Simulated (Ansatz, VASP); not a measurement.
# BaTiO3: VASP beside Ansatz, part 2 of 2

Wanted: the spread between two codes on one cell, functional and k mesh.  Valence electrons are named where the data sets of a main pair hold unlike numbers.

VASP 6.6.1 and Ansatz 0.2.0.

So far: Starting point; Ansatz: band structure, r2SCAN; VASP: band structure, r2SCAN.

## 3. VASP: band structure, r2SCAN (continued)

Level of this step: r2SCAN, no spin polarisation; plane waves and PAW (Ba_sv_GW, Ti_sv_GW, O_GW) (VASP).

Numbers of over 12 decimals in the logs are rounded to 6 here.

Parts of OUTCAR (step 3):

```text
ion  position               nearest neighbor table
   1  0.000  0.000  0.000-
   2  0.484  0.484  0.484-   4 1.87   5 1.87   3 1.87   5 2.14   4 2.14   3 2.14
   3  0.509  0.509  0.017-   2 1.87   2 2.14
   4  0.017  0.509  0.509-   2 1.87   2 2.14
   5  0.509  0.017  0.509-   2 1.87   2 2.14

  LATTYP: Found a trigonal (rhomboedric) cell.
 ALAT       =     4.0042000000
 COS(alpha) =     0.0028448828

 Subroutine GETGRP returns: Found  6 space group operations
 (whereof  6 operations were pure point group operations)

The static configuration has the point symmetry C_3v.

 Found     32 irreducible k-points:

   k-points           NKPTS =     32   k-points in BZ     NKDIM =     32   number of bands    NBANDS=     26

   dimension x,y,z NGX =    28 NGY =   28 NGZ =   28
   dimension x,y,z NGXF=    56 NGYF=   56 NGZF=   56

   ENCUT  =  440.0 eV  32.34 Ry    5.69 a.u.   6.85  6.85  6.85*2*pi/ulx,y,z

   NELECT =      40.0000    total number of electrons

 k-points in reciprocal lattice and weights: Automatic mesh
   0.00000000  0.00000000  0.00000000       0.005
   0.16666667  0.00000000 -0.00000000       0.028
   0.33333333  0.00000000  0.00000000       0.028
   0.50000000  0.00000000  0.00000000       0.014
   0.16666667  0.16666667 -0.00000000       0.028
   0.33333333  0.16666667  0.00000000       0.056
   0.50000000  0.16666667 -0.00000000       0.056
  -0.33333333  0.16666667  0.00000000       0.056
  -0.16666667  0.16666667  0.00000000       0.028
[...]
-0.33333333  0.50000000  0.33333333       0.028
   0.50000000  0.50000000  0.50000000       0.005

 average (electrostatic) potential at core
       1 -84.3260       2-103.7188       3 -71.7883       4 -71.7883       5 -71.7883

 E-fermi :   5.1535

 k-point     1 :       0.0000    0.0000    0.0000
  band No.  band energies     occupation
    ...
     16       3.6774      2.00000
     17       3.9066      2.00000
     18       4.5326      2.00000
     19       4.6465      2.00000
     20       4.6465      2.00000
     21       7.8141      0.00000
     22       7.8141      0.00000
     23       7.9508      0.00000
     24       9.8799      0.00000
     25       9.9044      0.00000
    ...

 k-point     2 :       0.1667    0.0000   -0.0000
  band No.  band energies     occupation
    ...
     16       3.4519      2.00000
     17       3.7551      2.00000
     18       4.1137      2.00000
     19       4.5230      2.00000
     20       4.5564      2.00000
     21       7.8582      0.00000
     22       8.1704      0.00000
     23       8.2046      0.00000
     24       9.8770      0.00000
     25      10.5566      0.00000
    ...

 k-point     3 :       0.3333    0.0000    0.0000
  band No.  band energies     occupation
    ...
     16       3.1373      2.00000
     17       3.4764      2.00000
     18       3.5888      2.00000
     19       4.2258      2.00000
     20       4.2947      2.00000
     21       7.9277      0.00000
     22       8.8320      0.00000
     23       8.9333      0.00000
     24       9.8643      0.00000
     25      11.3852      0.00000
    ...

  Total       -0.5227750     -0.5227750     -0.5344165      0.0000000      0.0000000      0.0000000
  in kB      -13.0461801    -13.0461801    -13.3367014      0.0000000      0.0000000      0.0000000
  external PRESSURE =     -13.1430205 kB  Pullay stress =       0.0000000 kB

  energy-cutoff  :      440.00
  volume of cell :       64.20
      direct lattice vectors                 reciprocal lattice vectors
     2.827366608  1.632380872  2.318393493     0.176843002  0.102100355  0.143777721
    -2.827366608  1.632380872  2.318393493    -0.176843002  0.102100355  0.143777721
     0.000000000 -3.264761745  2.318393493     0.000000000 -0.204200710  0.143777721

 POSITION                                       TOTAL-FORCE (eV/Angst)
 -----------------------------------------------------------------------------------
      0.00000      0.00000      0.00000         0.000000      0.000000     -0.135680
      0.00000     -0.00000      3.36978         0.000000     -0.000000      0.094437
      0.00000      1.60332      2.39884         0.000000      0.030632      0.013748
     -1.38852     -0.80166      2.39884        -0.026528     -0.015316      0.013748
      1.38852     -0.80166      2.39884         0.026528     -0.015316      0.013748
 -----------------------------------------------------------------------------------
    total drift:                                0.000000     -0.000001      0.000838

  FREE ENERGIE OF THE ION-ELECTRON SYSTEM (eV)
  ---------------------------------------------------
  free  energy   TOTEN  =       -78.0746997262 eV

  energy  without entropy=      -78.0746997262  energy(sigma->0) =      -78.07469973

 total charge
# of ion       s       p       d       f       tot
--------------------------------------------------
    1        1.957   4.614   0.112   0.024   6.707
    2        2.218   6.117   1.413   0.041   9.789
    3        1.553   3.465   0.000   0.000   5.018
    4        1.553   3.465   0.000   0.000   5.018
    5        1.553   3.465   0.000   0.000   5.018
--------------------------------------------------
tot          8.833  21.127   1.525   0.065  31.549

[... 3 further parts left out ...]
```

This run has no spin polarisation, so a moment on Ti, if there is one, isn't seen.

## 4. Differences

Known differences besides the potentials themselves: VASP keeps PBE cores, Ansatz makes them for the functional; the cutoff is 500 eV in Ansatz and 440 eV in VASP. Total energies have different zeros and are not compared.

Compared:

| quantity | Ansatz | VASP | difference |
| --- | --- | --- | --- |
| gap over the path points (eV) | 2.799 | 2.792 | +0.006 |

Forces (eV/Å; atoms numbered as in POSCAR):

| atom | Ansatz x, y, z | VASP x, y, z |
| --- | --- | --- |
| Ba1 | 0.000, 0.000, -0.133 | 0.000, 0.000, -0.136 |
| Ti2 | 0.000, 0.000, 0.095 | 0.000, 0.000, 0.094 |
| O3 | 0.000, 0.043, 0.013 | 0.000, 0.031, 0.014 |
| O4 | -0.037, -0.021, 0.013 | -0.027, -0.015, 0.014 |
| O5 | 0.037, -0.021, 0.013 | 0.027, -0.015, 0.014 |

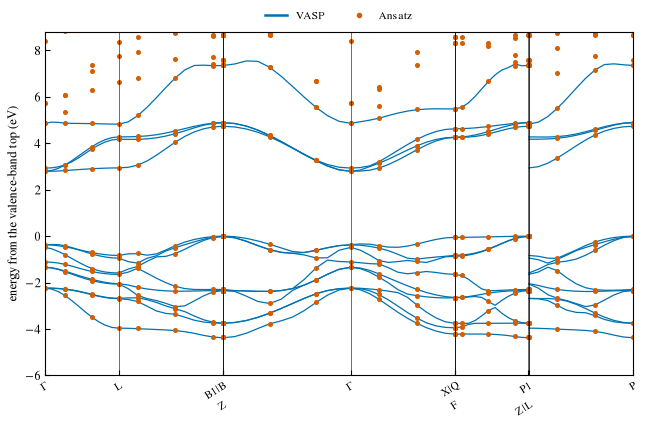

Bands from VASP (lines) and levels from Ansatz (dots). Dots without a line are higher empty bands that the VASP plot leaves out.

Levels at points of the path, from each program's valence-band top (eV; 4 filled, then empty):

| k (reciprocal lattice) | Ansatz | VASP |
| --- | --- | --- |
| 0.000 0.000 0.000 | -1.11 -0.48 -0.37 -0.37 2.80 2.80 2.94 | -1.11 -0.49 -0.38 -0.38 2.79 2.79 2.93 |
| 0.136 0.000 0.000 | -1.22 -0.80 -0.45 -0.41 2.83 3.07 3.07 | -1.22 -0.80 -0.46 -0.41 2.82 3.06 3.07 |
| 0.318 0.000 0.000 | -1.52 -1.40 -0.76 -0.70 2.91 3.76 3.86 | -1.52 -1.40 -0.77 -0.71 2.90 3.75 3.85 |
| 0.500 0.000 0.000 | -1.65 -1.59 -0.94 -0.82 2.94 4.18 4.28 | -1.65 -1.59 -0.95 -0.83 2.94 4.17 4.27 |
| 0.500 0.090 -0.090 | -1.38 -1.30 -1.16 -0.75 3.06 4.17 4.29 | -1.39 -1.31 -1.16 -0.76 3.06 4.17 4.29 |
| 0.500 0.271 -0.271 | -2.16 -0.75 -0.50 -0.41 4.05 4.42 4.54 | -2.17 -0.75 -0.50 -0.41 4.05 4.41 4.53 |
| 0.500 0.452 -0.452 | -2.30 -0.06 -0.05 -0.02 4.71 4.86 4.87 | -2.30 -0.06 -0.05 -0.02 4.70 4.86 4.87 |
| 0.503 0.500 0.497 | -2.30 -0.01 -0.01 0.00 4.73 4.89 4.89 | -2.30 -0.01 -0.01 0.00 4.73 4.89 4.89 |
| 0.502 0.500 0.498 | -2.30 -0.01 -0.01 0.00 4.73 4.89 4.89 | -2.30 -0.01 -0.01 0.00 4.73 4.89 4.89 |
| 0.501 0.500 0.499 | -2.30 -0.01 -0.01 0.00 4.73 4.89 4.89 | -2.30 -0.01 -0.01 0.00 4.73 4.89 4.89 |

The forces differ by 5.4 meV/Å r.m.s., which is 11.9 % of the r.m.s. force of 0.045 eV/Å (both taken over all components). Among the levels compared at these points, filled levels agree within 12 meV and empty ones within 7 meV. Not compared: the pressure (VASP's GW data sets at this cutoff don't carry it).

## 5. What the set-up changes

Further runs change the set-up of one program: Ansatz's method, potentials or start, or VASP's data sets, cutoff or form of LDA. The table gives Ansatz less VASP for each quantity, since a change that brings one quantity closer may part another.

| run | r.m.s. force difference (meV/Å) | gap over the path points (eV) |
| --- | --- | --- |
| as above | 5.4 | 0.0064 |
| cores kept as stored | 4.6 | 0.0062 |
| Ansatz's larger PAW set (cutoff 910 eV) | 3.8 | -1.0e-4 |
| norm-conserving potentials (cutoff 1290 eV) | 5.4 | 0.0064 |

## 6. Results

| Property | Result |
| --- | --- |
| largest difference of a filled level at the path points (band structure, r2SCAN) | 12 meV |

**Reading.** The largest difference of a filled level at the path points is 12 meV (band structure, r2SCAN), within the 80 meV picked in this series as the mark of a large difference. Band structure, r2SCAN, Ansatz's larger PAW set (cutoff 910 eV): r.m.s. force difference goes from 5.4 to 3.8 meV/Å; the difference in gap over the path points goes from 0.0064 to -1.0e-4 eV. 1 further run of this series is not shown here. Such differences can come from data sets, numerical settings and the points named under the comparisons, not from the functional's error against experiment.

[Lines on the potential files, build, host, timing and source positions are cut from VASP's logs without a mark.]

[Logs are printed without paths, hosts, clocks, repeated set-up lines and the standing remarks that a program may print on its own settings, such as how far it seeks lower states.]

[Hosts, paths, dates, database ids (printed as entryN), source tags and the programs' standing remarks are cut or masked in the printed files.]
